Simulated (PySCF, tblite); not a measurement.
# C₄H₇FO₃S: a rotation path, then NMR shifts on frames, part 2 of 2

tblite 0.8.0 and PySCF 2.14.0. Atoms count from 0.

**5. Nuclear shieldings: image 4, PBE0/pcSseg-1**

Job settings and geometry (Å):

```
{"job": {"kind": "nmr", "xc": "PBE0", "basis": "pcSseg-1", "pop": false}, "charge": 0, "multiplicity": 1}
C     -2.229900    -0.350800    -0.102600
C     -1.034100    -0.275300     0.838100
C      0.307100    -0.114700     0.100200
F      0.098100    -0.150500    -1.270300
C      1.065200     1.194500     0.405500
O      2.416900     0.920200     0.212200
S      2.821500    -0.698300     0.370800
O      3.436000    -1.122100    -0.839000
O      1.173000    -1.130900     0.421000
H     -2.097400    -1.160000    -0.815800
H     -2.344400     0.580200    -0.652400
H     -3.133900    -0.531600     0.472500
H     -0.963400    -1.197600     1.416600
H     -1.156100     0.556000     1.534100
H      0.757500     1.990600    -0.276900
H      0.876300     1.499300     1.442400
```

Method: GIAO PBE0/pcSseg-1 NMR shielding, non-relativistic, gas phase.

Standard output:

```text
coarse grid: 14656 points
cycle   1  E = -879.2197850186  dE =  1.842e+00  |g| = 1.188e+00  |ddm| = 3.852e+00
cycle   2  E = -878.5989143625  dE =  6.209e-01  |g| = 2.171e+00  |ddm| = 2.350e+00
cycle   3  E = -879.4392290306  dE = -8.403e-01  |g| = 4.359e-01  |ddm| = 1.781e+00
cycle   4  E = -879.4738796543  dE = -3.465e-02  |g| = 9.944e-02  |ddm| = 3.670e-01
cycle   5  E = -879.4753903786  dE = -1.511e-03  |g| = 3.058e-02  |ddm| = 8.221e-02
cycle   6  E = -879.4755694062  dE = -1.790e-04  |g| = 8.346e-03  |ddm| = 2.489e-02
cycle   7  E = -879.4755821987  dE = -1.279e-05  |g| = 2.095e-03  |ddm| = 6.691e-03
cycle   8  E = -879.4755828703  dE = -6.716e-07  |g| = 7.226e-04  |ddm| = 1.849e-03
final grid: 139416 points
cycle   9  E = -879.5707618074  dE = -4.720e-05  |g| = 1.280e-02  |ddm| = 3.037e-02
cycle  10  E = -879.5707348830  dE =  2.692e-05  |g| = 1.765e-02  |ddm| = 1.974e-02
cycle  11  E = -879.5707924059  dE = -5.752e-05  |g| = 1.490e-03  |ddm| = 1.175e-02
cycle  12  E = -879.5707927983  dE = -3.925e-07  |g| = 4.335e-04  |ddm| = 1.400e-03
cycle  13  E = -879.5707928247  dE = -2.632e-08  |g| = 2.419e-04  |ddm| = 4.354e-04
cycle  14  E = -879.5707928350  dE = -1.030e-08  |g| = 5.260e-05  |ddm| = 2.019e-04
cycle  15  E = -879.5707928355  dE = -5.200e-10  |g| = 1.613e-05  |ddm| = 4.831e-05
converged SCF energy = -879.5707928355

GIAO shielding tensors (ppm)
atom      isotropic    diamagn.    paramagn.     s11        s22        s33       span
  0 C      175.544     245.840     -70.296    167.782    175.817    183.032     15.250
  1 C      151.910     250.389     -98.478    126.438    150.191    179.102     52.664
  2 C       67.288     241.934    -174.646     54.530     56.715     90.620     36.090
  3 F      292.336     479.523    -187.187    192.209    313.954    370.843    178.634
  4 C      100.927     249.491    -148.564     64.498    100.184    138.100     73.603
  5 O      139.692     398.815    -259.123     32.599     82.596    303.881    271.282
  6 S      -76.129    1049.012   -1125.141   -346.462    -22.870    140.945    487.407
  7 O        3.654     393.578    -389.924   -245.076     37.721    218.316    463.392
  8 O       65.775     402.639    -336.864    -25.404     62.582    160.147    185.551
  9 H       30.072      29.904       0.168     25.169     29.193     35.854     10.685
 10 H       30.554      30.058       0.496     25.959     28.979     36.724     10.765
 11 H       30.677      27.824       2.853     25.971     27.676     38.384     12.413
 12 H       29.185      31.071      -1.886     23.952     29.868     33.736      9.783
 13 H       29.885      31.752      -1.867     25.062     30.340     34.253      9.192
 14 H       26.570      30.490      -3.920     22.639     26.523     30.547      7.908
 15 H       27.683      30.875      -3.192     22.844     28.282     31.922      9.078
```

It took 27 s on 1 thread of Intel Xeon Platinum 8488C, shared host; peak memory 0.94 GiB.

This run: δ C2 119.6, C4 86.0, C1 35.0, C0 11.4, H14 5.15, H15 4.03 ppm.

**6. Nuclear shieldings: image 6, PBE0/pcSseg-1**

Job settings and geometry (Å):

```
{"job": {"kind": "nmr", "xc": "PBE0", "basis": "pcSseg-1", "pop": false}, "charge": 0, "multiplicity": 1}
C     -2.190700    -0.569600    -0.116800
C     -1.079000    -0.067300     0.796700
C      0.269800     0.038900     0.072900
F      0.055700     0.262900    -1.278900
C      1.172500     1.182300     0.582200
O      2.484400     0.788400     0.330800
S      2.694600    -0.870400     0.215400
O      3.270600    -1.159100    -1.051700
O      1.006500    -1.111200     0.202200
H     -1.907200    -1.516600    -0.568700
H     -2.380700     0.149800    -0.909600
H     -3.103400    -0.706900     0.456700
H     -0.932500    -0.764500     1.622900
H     -1.340400     0.910100     1.205700
H      0.963000     2.107800     0.039700
H      1.009200     1.334300     1.656600
```

With the program's defaults for keys left out, this is: GIAO PBE0/pcSseg-1 NMR shielding, non-relativistic, gas phase.

Standard output:

```text
coarse grid: 14656 points
cycle   1  E = -879.2224597712  dE =  1.843e+00  |g| = 1.189e+00  |ddm| = 3.857e+00
cycle   2  E = -878.6009047117  dE =  6.216e-01  |g| = 2.171e+00  |ddm| = 2.345e+00
cycle   3  E = -879.4419922391  dE = -8.411e-01  |g| = 4.354e-01  |ddm| = 1.781e+00
cycle   4  E = -879.4765441519  dE = -3.455e-02  |g| = 9.963e-02  |ddm| = 3.656e-01
cycle   5  E = -879.4780678719  dE = -1.524e-03  |g| = 3.015e-02  |ddm| = 8.182e-02
cycle   6  E = -879.4782404229  dE = -1.726e-04  |g| = 8.374e-03  |ddm| = 2.442e-02
cycle   7  E = -879.4782531665  dE = -1.274e-05  |g| = 2.109e-03  |ddm| = 6.631e-03
cycle   8  E = -879.4782538542  dE = -6.877e-07  |g| = 7.107e-04  |ddm| = 1.842e-03
final grid: 139416 points
cycle   9  E = -879.5734920390  dE = -4.439e-05  |g| = 1.281e-02  |ddm| = 2.839e-02
cycle  10  E = -879.5734654881  dE =  2.655e-05  |g| = 1.764e-02  |ddm| = 1.977e-02
cycle  11  E = -879.5735226307  dE = -5.714e-05  |g| = 1.548e-03  |ddm| = 1.169e-02
cycle  12  E = -879.5735230567  dE = -4.260e-07  |g| = 4.497e-04  |ddm| = 1.454e-03
cycle  13  E = -879.5735230852  dE = -2.855e-08  |g| = 2.366e-04  |ddm| = 4.347e-04
cycle  14  E = -879.5735230951  dE = -9.921e-09  |g| = 4.880e-05  |ddm| = 1.951e-04
cycle  15  E = -879.5735230955  dE = -3.881e-10  |g| = 2.250e-05  |ddm| = 4.873e-05
converged SCF energy = -879.5735230955

GIAO shielding tensors (ppm)
atom      isotropic    diamagn.    paramagn.     s11        s22        s33       span
  0 C      176.576     245.312     -68.736    169.548    175.734    184.447     14.899
  1 C      152.254     250.018     -97.764    130.770    151.173    174.820     44.051
  2 C       67.169     242.036    -174.866     55.102     56.879     89.527     34.424
  3 F      293.859     479.612    -185.753    198.821    306.618    376.138    177.317
  4 C      102.420     249.349    -146.929     64.269    101.341    141.650     77.381
  5 O      142.494     399.070    -256.576     38.558     81.010    307.912    269.354
  6 S      -80.630    1049.135   -1129.766   -347.637    -22.783    128.530    476.167
  7 O        0.947     393.876    -392.930   -247.113     32.750    217.202    464.314
  8 O       71.192     403.397    -332.205    -21.254     76.856    157.976    179.230
  9 H       30.213      29.646       0.567     25.283     29.258     36.097     10.814
 10 H       30.186      29.811       0.375     25.297     29.010     36.252     10.955
 11 H       30.667      27.723       2.944     25.988     27.653     38.360     12.372
 12 H       29.702      31.189      -1.486     25.096     29.467     34.544      9.448
 13 H       29.813      31.603      -1.790     24.822     30.255     34.363      9.541
 14 H       26.690      30.252      -3.563     22.826     26.335     30.907      8.081
 15 H       27.586      30.564      -2.978     22.790     28.170     31.798      9.008
```

It took 27 s on 1 thread of Intel Xeon Platinum 8488C, shared host; peak memory 1 GiB.

In short: δ C2 119.8, C4 84.5, C1 34.7, C0 10.3, H14 5.03, H15 4.13 ppm.

**7. Shielding tensors: image 8, PBE0/pcSseg-1**

Job settings and geometry (Å):

```
{"job": {"kind": "nmr", "xc": "PBE0", "basis": "pcSseg-1", "pop": false}, "charge": 0, "multiplicity": 1}
C     -2.101900    -0.758700    -0.065900
C     -1.134600     0.123800     0.714800
C      0.227000     0.199600     0.026100
F      0.036900     0.708500    -1.253100
C      1.243100     1.118800     0.739400
O      2.508000     0.611700     0.450300
S      2.526300    -1.011500     0.041000
O      3.143200    -1.143000    -1.232900
O      0.825400    -1.027900    -0.080800
H     -1.690400    -1.759500    -0.166300
H     -2.262200    -0.350100    -1.059900
H     -3.055900    -0.815400     0.451300
H     -0.979600    -0.280500     1.715700
H     -1.523800     1.139900     0.797900
H      1.170200     2.139800     0.357600
H      1.060700     1.113400     1.820900
```

Method: GIAO PBE0/pcSseg-1 NMR shielding, non-relativistic, gas phase.

Standard output:

```text
coarse grid: 14656 points
cycle   1  E = -879.2258870494  dE =  1.842e+00  |g| = 1.188e+00  |ddm| = 3.857e+00
cycle   2  E = -878.6045117357  dE =  6.214e-01  |g| = 2.172e+00  |ddm| = 2.334e+00
cycle   3  E = -879.4455275685  dE = -8.410e-01  |g| = 4.339e-01  |ddm| = 1.774e+00
cycle   4  E = -879.4798311020  dE = -3.430e-02  |g| = 9.970e-02  |ddm| = 3.649e-01
cycle   5  E = -879.4813603751  dE = -1.529e-03  |g| = 2.998e-02  |ddm| = 8.190e-02
cycle   6  E = -879.4815305836  dE = -1.702e-04  |g| = 8.334e-03  |ddm| = 2.432e-02
cycle   7  E = -879.4815430793  dE = -1.250e-05  |g| = 2.122e-03  |ddm| = 6.550e-03
cycle   8  E = -879.4815437783  dE = -6.989e-07  |g| = 7.036e-04  |ddm| = 1.833e-03
final grid: 139416 points
cycle   9  E = -879.5761241193  dE = -4.345e-05  |g| = 1.308e-02  |ddm| = 3.051e-02
cycle  10  E = -879.5760965695  dE =  2.755e-05  |g| = 1.800e-02  |ddm| = 2.041e-02
cycle  11  E = -879.5761562618  dE = -5.969e-05  |g| = 1.713e-03  |ddm| = 1.194e-02
cycle  12  E = -879.5761567803  dE = -5.185e-07  |g| = 5.202e-04  |ddm| = 1.555e-03
cycle  13  E = -879.5761568169  dE = -3.663e-08  |g| = 2.636e-04  |ddm| = 5.112e-04
cycle  14  E = -879.5761568297  dE = -1.285e-08  |g| = 4.187e-05  |ddm| = 2.112e-04
cycle  15  E = -879.5761568300  dE = -2.717e-10  |g| = 2.155e-05  |ddm| = 4.343e-05
converged SCF energy = -879.5761568300

GIAO shielding tensors (ppm)
atom      isotropic    diamagn.    paramagn.     s11        s22        s33       span
  0 C      177.963     245.478     -67.514    170.167    176.213    187.509     17.342
  1 C      152.012     249.322     -97.310    134.743    150.667    170.627     35.884
  2 C       66.286     242.397    -176.111     55.257     57.112     86.489     31.232
  3 F      294.673     479.438    -184.765    180.533    301.866    401.621    221.088
  4 C      102.600     248.945    -146.345     66.802    101.050    139.947     73.145
  5 O      144.000     399.159    -255.159     39.958     78.354    313.688    273.730
  6 S      -80.646    1049.137   -1129.782   -348.877    -21.003    127.944    476.821
  7 O        1.961     394.063    -392.102   -247.731     37.581    216.033    463.764
  8 O       81.293     403.951    -322.658    -17.449     77.283    184.045    201.494
  9 H       30.102      29.713       0.389     24.702     29.871     35.734     11.032
 10 H       30.075      29.646       0.429     25.044     29.131     36.050     11.006
 11 H       30.659      27.697       2.962     25.921     27.635     38.420     12.499
 12 H       30.229      31.408      -1.178     25.638     29.698     35.353      9.715
 13 H       29.659      31.199      -1.539     25.030     29.329     34.620      9.590
 14 H       26.625      29.824      -3.200     22.842     26.201     30.832      7.990
 15 H       27.498      30.378      -2.880     22.814     28.134     31.548      8.734
```

Wall time 27 s (1 thread of Intel Xeon Platinum 8488C, shared host); peak memory 0.94 GiB.

This run: δ C2 120.6, C4 84.3, C1 34.9, C0 9.0, H14 5.09, H15 4.22 ppm.

**8. Run by run: NMR shifts**

Shifts (ppm) of some atoms, chosen among heavy atoms and hydrogens apart, with basis size and wall time:

```tsv
frame	H12	H10	F3	O7	O8	O5	S6	functions	time
image 0	2.49	0.78	-124.2	333.6	263.6	190.0	583	195	28 s
image 2	2.57	0.87	-126.4	331.4	265.9	193.5	578	195	27 s
image 4	2.53	1.16	-121.4	332.4	270.3	196.4	580	195	27 s
image 6	2.01	1.53	-122.9	335.1	264.9	193.6	584	195	27 s
image 8	1.49	1.64	-123.7	334.1	254.8	192.1	584	195	27 s
```

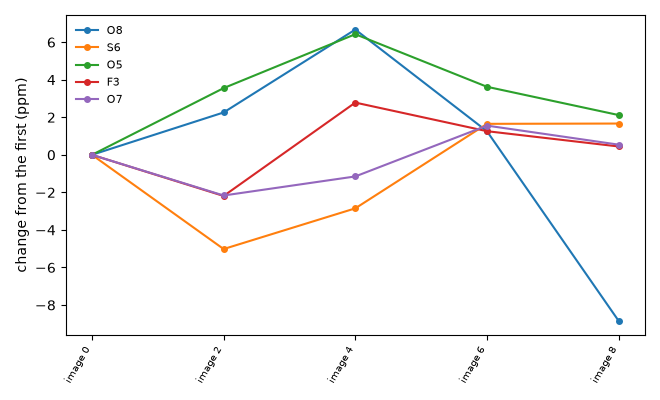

How five of the tabulated atoms move from run to run.

**9. What came out**

This closing draws on all 2 parts.

| quantity | value |
| --- | --- |
| barrier | 0.132 eV (3.1 kcal/mol) at image 4 |
| end to end (GFN2-xTB) | 0.021 eV |
| 13C shifts against TMS (PBE0/pcSseg-1, image 0) | 121.7, 82.3, 34.7, 9.9 ppm |
| 1H shifts against TMS (PBE0/pcSseg-1, image 0) | 5.12, 4.26, 2.49, 1.54, 1.46, 1.22, 0.78 ppm |
| 19F shifts against CFCl3 (PBE0/pcSseg-1, image 0) | -124.2 ppm |
| 17O shifts against H2O (PBE0/pcSseg-1, image 0) | 333.6, 263.6, 190.0 ppm |
| 33S shifts against CS2 (PBE0/pcSseg-1, image 0) | 583 ppm |
| range of the shift of O8 | 254.8 to 270.3 ppm |

In words: Along the band the dihedral turns by 120°, and the top (dihedral 237°) lies 3.1 kcal/mol above the start (GFN2-xTB, rough), so at room temperature this motion is fast. Ends this close can change order at a higher level. The top was not checked by a frequency run. Shifts at one fixed geometry are not the observed spectrum, which averages over the motion. Across the 5 runs the shift of O8 moves most, between 254.8 (image 8) and 270.3 ppm (image 4).
